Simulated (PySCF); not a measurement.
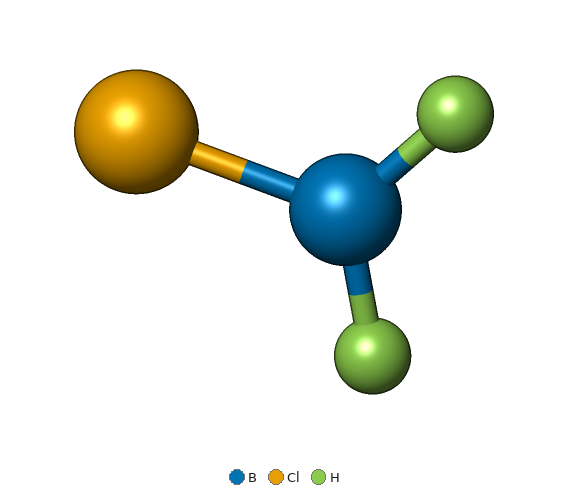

The geometry was computed by an optimisation with PBE0-D3(BJ)/def2-SVP. No frequency run is at hand to confirm it as a minimum.

Give the structural formula.

SMILES: BCl

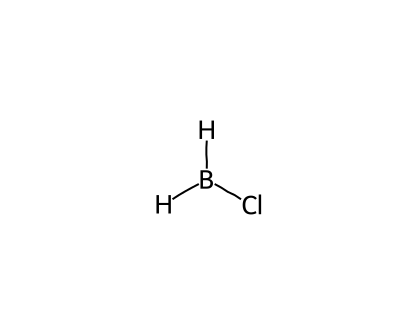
